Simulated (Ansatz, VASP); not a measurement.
**Sb (Antimony) in two plane-wave programs**

One calculation is typed for both programs; each brings its own data sets and cutoff. How far apart do they land?

Calculated with Ansatz 0.2.0; plane waves, with VASP 6.6.1 beside it; zone-centre phonons at PBE.

### Step 1. The starting structure

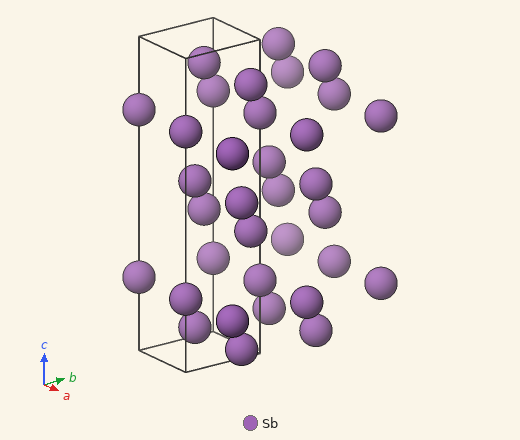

Start, viewed slightly off an axis; antimony purple. 2×2×1 cells are drawn. This picture shows the conventional cell, with its axes. Some periodic images of atoms are drawn too.

### Step 2. VASP: zone-centre phonons, PBE

Second derivatives magnify differences that forces hide, and they need a tight electronic threshold.

Lines of VASP's logs that name or quote its potential files are left out, and so is its time.

INCAR

```
SYSTEM = Sb
PREC = Accurate
ENCUT = 450
EDIFF = 1E-08
NELM = 100
ISMEAR = 1
SIGMA = 0.15
LREAL = .FALSE.
ALGO = Normal
GGA = PE
NBANDS = 11
LORBIT = 11
LWAVE = .FALSE.
LCHARG = .FALSE.
KPAR = 2
IBRION = 8
ISIF = 2
```

POSCAR

```
Sb
1.0
    2.1891751073      1.2639208375      3.8270845491
   -2.1891751073      1.2639208375      3.8270845491
    0.0000000000     -2.5278416750      3.8270845491
Sb
2
Direct
    0.7667082931      0.7667082931      0.7667082931
    0.2332917069      0.2332917069      0.2332917069
```

KPOINTS

```
Automatic mesh
0
Gamma
12 12 12
0 0 0
```

PAW data sets: Sb (PBE family, release 64).

The run is started by

```
> mpirun -np 2 vasp_std
```

Numbers of over 12 decimals in the logs are rounded to 6 here.

What it wrote:

```text
[banner, memory and clock lines left out]
running    2 mpi-ranks, on    1 nodes
 distrk:  each k-point on    1 cores,    2 groups
 distr:  one band on    1 cores,    1 groups

 POSCAR found type information on POSCAR Sb
 POSCAR found :  1 types and       2 ions
 LDA part: xc-table for (Slater+PW92), standard interpolation
 POSCAR, INCAR and KPOINTS ok, starting setup
 FFT: planning ... GRIDC
 FFT: planning ... GRID_SOFT
 FFT: planning ... GRID
 WAVECAR not read
 entering main loop
       N       E                     dE             d eps       ncg     rms          rms(c)
DAV:   1     0.326052877427E+02    0.32605E+02   -0.33363E+03  4158   0.635E+02
DAV:   2    -0.650721041571E+01   -0.39112E+02   -0.37989E+02  5564   0.105E+02
DAV:   3    -0.825952036574E+01   -0.17523E+01   -0.17451E+01  5055   0.256E+01
DAV:   4    -0.827484094633E+01   -0.15321E-01   -0.15319E-01  4716   0.288E+00
DAV:   5    -0.827504030622E+01   -0.19936E-03   -0.19936E-03  4803   0.360E-01    0.280E+00
DAV:   6    -0.827442898485E+01    0.61132E-03   -0.27046E-03  4713   0.369E-01    0.168E+00
DAV:   7    -0.827431343679E+01    0.11555E-03   -0.62893E-03  4554   0.554E-01    0.854E-02
DAV:   8    -0.827443041169E+01   -0.11697E-03   -0.22579E-04  4815   0.954E-02    0.275E-02
DAV:   9    -0.827446269510E+01   -0.32283E-04   -0.50039E-05  4542   0.454E-02    0.525E-03
DAV:  10    -0.827446316853E+01   -0.47343E-06   -0.66525E-06  4877   0.141E-02    0.173E-03
DAV:  11    -0.827446318561E+01   -0.17086E-07   -0.55202E-07  4608   0.515E-03    0.110E-03
DAV:  12    -0.827446345613E+01   -0.27052E-06   -0.88957E-08  4683   0.177E-03    0.228E-04
DAV:  13    -0.827446350078E+01   -0.44651E-07   -0.77899E-09  3377   0.553E-04    0.576E-05
DAV:  14    -0.827446349143E+01    0.93522E-08   -0.82300E-10  2343   0.219E-04
   1 F= -.82744635E+01 E0= -.82746207E+01  d E =0.471537E-03
 Linear response reoptimize wavefunctions to high precision
DAV:   1    -0.827446349071E+01    0.72487E-09   -0.10191E-10  2736   0.818E-05
DAV:   2    -0.827446349072E+01   -0.13756E-10   -0.13447E-11  2271   0.327E-05
 Linear response DOF=           2
 Linear response progress:
  Degree of freedom:   1/  2
       N       E                     dE             d eps       ncg     rms          rms(c)
RMM:   1    -0.250235759666E-01   -0.25024E-01    0.26741E-02 38821   0.113E+00
RMM:   2    -0.247762340529E-01    0.24734E-03   -0.14608E-03 30096   0.229E-01    0.441E-02
RMM:   3    -0.247711156188E-01    0.51184E-05   -0.20785E-05 31922   0.396E-02    0.267E-02
RMM:   4    -0.248034341330E-01   -0.32319E-04   -0.47871E-06 31619   0.223E-02    0.245E-03
RMM:   5    -0.248138651646E-01   -0.10431E-04    0.84106E-07 32579   0.376E-03    0.104E-03
RMM:   6    -0.248165602826E-01   -0.26951E-05    0.23878E-08 32271   0.105E-03    0.353E-04
RMM:   7    -0.248160784890E-01    0.48179E-06   -0.11894E-07 32787   0.368E-04    0.655E-05
RMM:   8    -0.248159573911E-01    0.12110E-06   -0.34578E-08 33362   0.841E-05    0.152E-05
RMM:   9    -0.248159633283E-01   -0.59373E-08    0.12004E-08 33404   0.303E-05    0.225E-06
 first order change of Fermi-energy  -0.29024E-04
 force on displaced ion       1 direction 1 :  -2.538   0.000  -0.000
 Linear response progress:
  Degree of freedom:   2/  2
       N       E                     dE             d eps       ncg     rms          rms(c)
RMM:   1    -0.258780525013E-01   -0.25878E-01    0.25144E-02  8190   0.114E+00
RMM:   2    -0.252588186450E-01    0.61923E-03   -0.14308E-03  6456   0.228E-01    0.463E-02
RMM:   3    -0.251288206071E-01    0.13000E-03   -0.49169E-05  6916   0.439E-02    0.283E-02
RMM:   4    -0.250270775986E-01    0.10174E-03   -0.31938E-05  6761   0.280E-02    0.781E-03
RMM:   5    -0.250325518956E-01   -0.54743E-05   -0.75249E-07  7000   0.614E-03    0.283E-03
RMM:   6    -0.250351377567E-01   -0.25859E-05   -0.35549E-08  7043   0.143E-03    0.707E-04
RMM:   7    -0.250347461671E-01    0.39159E-06   -0.12954E-08  7109   0.357E-04    0.246E-04
RMM:   8    -0.250348401907E-01   -0.94024E-07   -0.43606E-09  7105   0.146E-04    0.518E-05
RMM:   9    -0.250348535612E-01   -0.13370E-07   -0.11503E-10  7292   0.341E-05    0.163E-05
RMM:  10    -0.250348723023E-01   -0.18741E-07   -0.25293E-10  7015   0.296E-05    0.592E-06
RMM:  11    -0.250348718888E-01    0.41354E-09   -0.12122E-10  7226   0.567E-06    0.189E-06
 first order change of Fermi-energy  -0.31961E+00
 force on displaced ion       1 direction 3 :   0.000  -0.000  -4.898
 Linear response finished
```

OUTCAR, selected parts (step 2):

```text
ion  position               nearest neighbor table
   1  0.767  0.767  0.767-   2 2.95   2 2.95   2 2.95   2 3.42   2 3.42   2 3.42
   2  0.233  0.233  0.233-   1 2.95   1 2.95   1 2.95   1 3.42   1 3.42   1 3.42

  LATTYP: Found a trigonal (rhomboedric) cell.
 ALAT       =     4.5865629484
 COS(alpha) =     0.5443658352

 Subroutine GETGRP returns: Found 12 space group operations
 (whereof 12 operations were pure point group operations)

The static configuration has the point symmetry D_3d.

 Found    189 irreducible k-points:

   k-points           NKPTS =    189   k-points in BZ     NKDIM =    189   number of bands    NBANDS=     11

   dimension x,y,z NGX =    32 NGY =   32 NGZ =   32
   dimension x,y,z NGXF=    64 NGYF=   64 NGZF=   64

   ENCUT  =  450.0 eV  33.07 Ry    5.75 a.u.   7.93  7.93  7.93*2*pi/ulx,y,z

   NELECT =      10.0000    total number of electrons

 k-points in reciprocal lattice and weights: Automatic mesh
   0.00000000  0.00000000  0.00000000       0.001
   0.08333333  0.00000000  0.00000000       0.003
   0.16666667  0.00000000 -0.00000000       0.003
   0.25000000 -0.00000000  0.00000000       0.003
   0.33333333  0.00000000 -0.00000000       0.003
   0.41666667  0.00000000  0.00000000       0.003
   0.50000000 -0.00000000  0.00000000       0.002
   0.08333333  0.08333333  0.00000000       0.003
   0.16666667  0.08333333  0.00000000       0.007
[...]
-0.41666667  0.50000000  0.41666667       0.003
   0.50000000  0.50000000  0.50000000       0.001

 average (electrostatic) potential at core
       1 -86.4455       2 -86.4455

  Total       -0.0035696     -0.0035696     -0.0024851     -0.0000000     -0.0000000      0.0000000
  in kB       -0.0900147     -0.0900147     -0.0626653     -0.0000000     -0.0000000      0.0000000
  external PRESSURE =      -0.0808982 kB  Pullay stress =       0.0000000 kB

  energy-cutoff  :      450.00
  volume of cell :       63.54
      direct lattice vectors                 reciprocal lattice vectors
     2.189175107  1.263920837  3.827084549     0.228396531  0.131864799  0.087098503
    -2.189175107  1.263920837  3.827084549    -0.228396531  0.131864799  0.087098503
     0.000000000 -2.527841675  3.827084549     0.000000000 -0.263729597  0.087098503

 POSITION                                       TOTAL-FORCE (eV/Angst)
 -----------------------------------------------------------------------------------
      0.00000      0.00000      8.80277         0.000000      0.000000      0.001275
      0.00000      0.00000      2.67848         0.000000     -0.000000     -0.001275
 -----------------------------------------------------------------------------------
    total drift:                                0.000000      0.000000     -0.000000

 Eigenvectors and eigenvalues of the dynamical matrix
 ----------------------------------------------------

   1 f  =    4.434650 THz    27.863728 2PiTHz  147.924003 cm-1    18.340231 meV
             X         Y         Z           dx          dy          dz
      0.000000  0.000000  8.802772    -0.000000    0.000000    0.707107
      0.000000  0.000000  2.678481    -0.000000   -0.000000   -0.707107

   2 f  =    3.192129 THz    20.056736 2PiTHz  106.477951 cm-1    13.201578 meV
             X         Y         Z           dx          dy          dz
      0.000000  0.000000  8.802772    -0.707107   -0.000006    0.000000
      0.000000  0.000000  2.678481     0.707107    0.000006   -0.000000

   3 f  =    3.192129 THz    20.056736 2PiTHz  106.477951 cm-1    13.201578 meV
             X         Y         Z           dx          dy          dz
      0.000000  0.000000  8.802772    -0.000006    0.707107   -0.000000
      0.000000  0.000000  2.678481     0.000006   -0.707107    0.000000

   4 f  =    0.000000 THz     0.000000 2PiTHz    0.000001 cm-1     0.000000 meV
             X         Y         Z           dx          dy          dz
      0.000000  0.000000  8.802772     0.500782   -0.478310    0.142956
      0.000000  0.000000  2.678481     0.500782   -0.478310    0.142956

   5 f  =    0.000000 THz     0.000000 2PiTHz    0.000001 cm-1     0.000000 meV
             X         Y         Z           dx          dy          dz
      0.000000  0.000000  8.802772     0.488226    0.426991   -0.281628
      0.000000  0.000000  2.678481     0.488226    0.426991   -0.281628

   6 f/i=    0.000000 THz     0.000000 2PiTHz    0.000000 cm-1     0.000000 meV
             X         Y         Z           dx          dy          dz
      0.000000  0.000000  8.802772     0.104177    0.298157    0.632653
      0.000000  0.000000  2.678481     0.104177    0.298157    0.632653

 ELASTIC MODULI CONTR FROM IONIC RELAXATION (kBar)
 Direction    XX          YY          ZZ          XY          YZ          ZX
 --------------------------------------------------------------------------------
 XX        -101.2655    -51.0976   -136.1812      0.0000     76.7549     -0.0000
 YY         -51.0976   -101.2655   -136.1812     -0.0000    -76.7549      0.0000
 ZZ        -136.1812   -136.1812   -243.4359      0.0000      0.0000     -0.0000
 XY           0.0000     -0.0000      0.0000    -25.0840     -0.0000     74.1368
 YZ          76.7549    -76.7549      0.0000     -0.0000   -234.8636      0.0000
 ZX          -0.0000      0.0000     -0.0000     74.1368      0.0000   -219.1148
 --------------------------------------------------------------------------------
```

### Step 3. Ansatz: zone-centre phonons, PBE

Ansatz runs on its default PAW (the set named soft_2) files.

The same cell, functional, mesh and smearing now go to Ansatz, which takes its cutoff from its data sets.

input.yaml

```yaml
crystal:
  lattice:
    - [2.1891751073, 1.2639208375, 3.8270845491]
    - [-2.1891751073, 1.2639208375, 3.8270845491]
    - [0.0, -2.527841675, 3.8270845491]
  atoms:
    - { symbol: Sb, position: [0.7667082931, 0.7667082931, 0.7667082931] }
    - { symbol: Sb, position: [0.2332917069, 0.2332917069, 0.2332917069] }
hamiltonian:
  xc: pbe
  pseudopotentials: { kind: paw }
kpoints:
  mp_grid: { grid: [12, 12, 12] }
scf:
  occupations: { method: methfessel_paxton, width: 0.15 }
phonons:
  method: dfpt
  qpoints: [[0, 0, 0]]
```

The run is started by

```
> ansatz run input.yaml --threads 4 --pin off --max-ram 9216MiB --backend cpu --events-out ev --progress --plain --runs-dir out
```

What it wrote:

```text
Engine: ansatz 0.2.0, aarch64-unknown-linux-gnu
Pseudopotentials: kind: paw
Pseudopotential: Sb, paw, valence charge 15, recommended cutoff 420 eV (normal), Sb.paw.azcp
Functional definition: PBE
  parameter kappa = 0.804
  parameter beta = 0.066725
  exchange = pbe_x(kappa = kappa, mu = beta*pi^2/3)
  correlation = pbe_c(beta = beta)
Crystal: 2 atoms, lattice volume = 63.536 Å³
Basis set: ecut = 420 eV, 1267 PW (Γ), exchange–correlation on 64×64×64 points (8 copies of the dense FFT grid, shifted against one another)
Bands: 19, of which v1, the nominal top of the filled ones, is band 15 counted from 1 (14 counted from 0)
Symmetry: 12 space group operations
k-points: 476 of 1728 (irreducible under 2 space group operations, time reversal used)
Non-local potential: Sb, projectors of the file, l = 0: 2, l = 1: 2, l = 2: 2, l = 3: 2
PAW form: soft (Blöchl's): semilocal exchange-correlation on the pseudo side does not see the compensation charge
PAW one-centre angular grid: Sb, 590 points (default); XC on 64 Gauss nodes
Initial density: superposition of atomic densities (neutral atoms: chi_scale 0, normalization atom), corrected by the library's trained network
Initial wavefunctions: pseudopotential atomic-orbital guess
Functional: x = pbe(κ = 0.804, μ = 0.219515), c = pbe(β = 0.066725)
SCF iter   1: F=—  HF=-12968.979580 eV  |F-HF|=—  |Δ(HF+E_count)|=         —  Δρ=1.74e-3  dr2=2.02e-3  ethr=1.77e-3  ⟨swp⟩=5.8  Hψ=44765  notcnv=0
preconditioner: auto → Kerker (q_TF=auto, 2.408 Å⁻¹)  [metal: Δε(μ)=0.083 eV  Ē_g=8.425 eV  σ=0.150 eV  W_gap=0.43  n_scr=14 (ndim 8)  ℏωp=14.7 eV  f_vac=0.004  D(μ)=0.11/eV (n_scr^D=0)]
SCF iter   2: F=—  HF=-12968.977980 eV  |F-HF|=—  |Δ(HF+E_count)|=   1.60e-3  S|Δr|=    0.00e0  Δρ=9.66e-4  dr2=5.00e-4  ethr=6.74e-6  ⟨swp⟩=2.7  Hψ=20363  notcnv=0
SCF iter   3: F=—  HF=-12968.978097 eV  |F-HF|=—  |Δ(HF+E_count)|=   1.17e-4  S|Δr|=    0.00e0  Δρ=3.27e-4  dr2=6.00e-5  ethr=1.67e-6  ⟨swp⟩=3.0  Hψ=16233  notcnv=0
SCF iter   4: F=—  HF=-12968.978107 eV  |F-HF|=—  |Δ(HF+E_count)|=   1.03e-5  S|Δr|=    0.00e0  Δρ=1.14e-4  dr2=9.79e-6  ethr=2.00e-7  ⟨swp⟩=3.0  Hψ=16188  notcnv=0
SCF iter   5: F=—  HF=-12968.978111 eV  |F-HF|=—  |Δ(HF+E_count)|=   3.58e-6  S|Δr|=    0.00e0  Δρ=2.98e-5  dr2=1.19e-6  ethr=3.26e-8  ⟨swp⟩=3.0  Hψ=16242  notcnv=0
SCF iter   6: F=—  HF=-12968.978112 eV  |F-HF|=—  |Δ(HF+E_count)|=   8.64e-7  S|Δr|=    0.00e0  Δρ=1.24e-5  dr2=1.08e-7  ethr=3.98e-9  ⟨swp⟩=2.0  Hψ=11434  notcnv=0
SCF iter   7: F=—  HF=-12968.978112 eV  |F-HF|=—  |Δ(HF+E_count)|=   3.95e-8  S|Δr|=    0.00e0  Δρ=2.97e-6  dr2=6.50e-9  ethr=3.61e-10  ⟨swp⟩=2.3  Hψ=16221  notcnv=0
SCF iter   8: F=—  HF=-12968.978112 eV  |F-HF|=—  |Δ(HF+E_count)|=   3.22e-9  S|Δr|=    0.00e0  Δρ=8.03e-7  dr2=8.57e-10  ethr=2.17e-11  ⟨swp⟩=3.0  Hψ=16420  notcnv=0
SCF iter   9: F=—  HF=-12968.978112 eV  |F-HF|=—  |Δ(HF+E_count)|=  3.20e-10  S|Δr|=    0.00e0  Δρ=3.10e-7  dr2=1.02e-10  ethr=2.86e-12  ⟨swp⟩=2.0  Hψ=11428  notcnv=0
SCF iter  10: F=-12968.978112 eV  HF=-12968.978112 eV  |F-HF|=0.00e0  |Δ(HF+E_count)|=  6.55e-11  S|Δr|=    0.00e0  Δρ=7.75e-8  dr2=4.73e-12  ethr=1.00e-12  ⟨swp⟩=5.1  Hψ=39571  notcnv=0
SCF 1 converged in 10 iterations: F = -12968.978112 eV  dr2 = 4.73e-12
  greatest PAW one-centre occupation: 0.996 electrons in one spin orbital (limit 2), on the Sb atom at site 1 (counted from 0), in its partial waves of l = 2
DFPT response loops at Γ: preconditioner auto → Kerker (q_TF=auto, 2.408 Å⁻¹) (partly filled bands, converged f_vac=0.004); β = 1.00, the filter's whole step (`scf.mixing.beta` (0.50) is not read by the response loops under this deck's `scf.mixing.preconditioner`; to damp them name `kerker` or `kerker_dos`, under which they read `scf.mixing.beta`, and type it under 1.00, their step now; both keys bind the ground state too); Broyden in place of MSR1
SCF converged after 10 iterations
Stability not checked: this state was not tested for a lower state beside it, because cold or Methfessel-Paxton smearing, or corrected tetrahedra, fill the levels in a way that the test cannot read (fill_not_monotonic; see scf.lower_state_search)
Free energy (F): -12968.978112 eV
Harris-Foulkes:  -12968.978112 eV  (|F-HF|=0.00e0)
Internal energy: -12968.978516 eV  (E = F + TS)
E sigma→0 (E₀):  -12968.978213 eV
Entropy (-TS):   0.000404 eV (0.202 meV/atom)
Fermi energy:    9.276303 eV
--- Per-component energies (eV) ---
  E_band       = -358.258419
  E_kinetic    = 412.714329
  E_local      = -3272.110382  (includes V_loc(G=0)·N_el)
  E_nonlocal   = 723.993495
  E_hartree    = 1478.518788
  E_xc         = -276.363296
  E_vxc        = -191.763642  (∫ρ·V_xc dr)
  E_paw        = -9150.272468  (= ΣΔE_a)
  E_vpaw       = -988.129774  (= ΣTr[D̂ρ^β])
  E_aug_tail   = -0.000003  (compensation charges beyond the density's cutoff)
  E_ewald      = -2885.458978
  E_smearing   = 0.000404  (= −TS)
  E_closure    = -0.000000  (closes the sum)
  Σ components = -12968.978112   (vs F -12968.978112, Δ=0.00e0)
--- Band table (eV; the first three rows and the last of 476) ---
  k-point 0: bands = [... 11 lower, 4.2648, 7.3876, 7.6341, 7.6341, 11.3669, 11.9410, 11.9410, 14.5308]
  k-point 1: bands = [... 11 lower, 3.9752, 7.4187, 7.6161, 7.7205, 11.3357, 11.7309, 11.7692, 14.1847]
  k-point 2: bands = [... 11 lower, 3.2610, 7.4276, 7.5732, 7.9615, 11.0684, 11.2635, 11.3262, 13.9813]
  k-point 475: bands = [... 11 lower, 0.5678, 8.0959, 8.0959, 8.8055, 9.5355, 9.5355, 10.3559, 16.2469]
--- Phonons (Γ-DFPT): 2 representative perturbations + reference, on 476 of 1728 k-points (Σ response iterations 6) ---
  k mesh reduced under 2 symmetry operations, with k and −k counted as one. Each operation leaves every solved perturbation unchanged. A smaller set is not used because it would not reduce the number of displacements times k-points to solve
  ASR residual: 2.926e-5 → 0.000e0 eV/Å²; symmetrization residual: 7.579e-5 eV/Å²
  ASR residual per site (eV/Å²): 2.93e-5 2.93e-5
  Γ frequencies (cm⁻¹): 0.00 0.00 0.00 104.67 104.67 146.28
  non-analytic LO–TO correction: not included (Born effective charges unavailable; polar crystals: no LO–TO splitting at Γ)
--- Phonons (arbitrary-q DFPT): 1 explicit q-point ---
  q = [0, 0, 0] (of the zone-centre solve; hermiticity 1.37e-5, symmetrization 9.53e-6): 0.00 0.00 0.00 104.67 104.67 146.28
  sum rule: each row above includes the acoustic sum rule's correction from the zone centre's row sums; it moved no ω² by more than (0.26 cm⁻¹)²
```

Elapsed: 45 s, on 4 threads of Arm Neoverse V1, shared host; peak memory 1.9 GiB; 2.9 min of CPU time.

### Step 4. Comparison

Known differences besides the PAW data sets themselves: the data sets hold 30 valence electrons in Ansatz (default PAW (the set named soft_2) files) and 10 in VASP; the cutoff is 420 eV in Ansatz and 450 eV in VASP; VASP leaves aspherical gradient terms in its spheres out (LASPH is not set), Ansatz keeps them. Total energies have different zeros and are not compared.

Both answers:

```
          quantity  Ansatz   VASP  difference
mode 4 to 5 (cm⁻¹)   104.7  106.5     -1.70 %
     mode 6 (cm⁻¹)   146.3  147.9     -1.11 %
```

### Step 5. Further runs

An all-electron run, which needs no data sets, serves as referee.

```
                              run  difference in mode 4 to 5 (%)
                         as above                           -1.7
Ansatz's all-electron LAPW method                           -1.7
```

### Step 6. What came out

```yaml
difference_in_mode_4_to_5_zone_centre_phonons_pbe: -1.7 %
```

What this shows: The difference in mode 4 to 5 is -1.7 % (zone-centre phonons, PBE), within the 3 % picked in this series as the mark of a large difference. For zone-centre phonons, PBE: no further run halves the difference in mode 4 to 5; only Ansatz's side was varied. The all-electron run, which needs no data set, lies 1.7 % from VASP and 0.028 % from Ansatz's PAW result, so it sides with Ansatz. Differences of this kind measure data sets and numerical settings, not the functional's error against experiment.

[Lines on the potential files, build, host, timing and source positions are cut from VASP's logs without a mark.]

[Logs are printed without paths, hosts, clocks, repeated set-up lines and the standing remarks that a program may print on its own settings, such as how far it seeks lower states.]

[Hosts, paths, dates, database ids (printed as entryN), source tags and the programs' standing remarks are cut or masked in the printed files.]
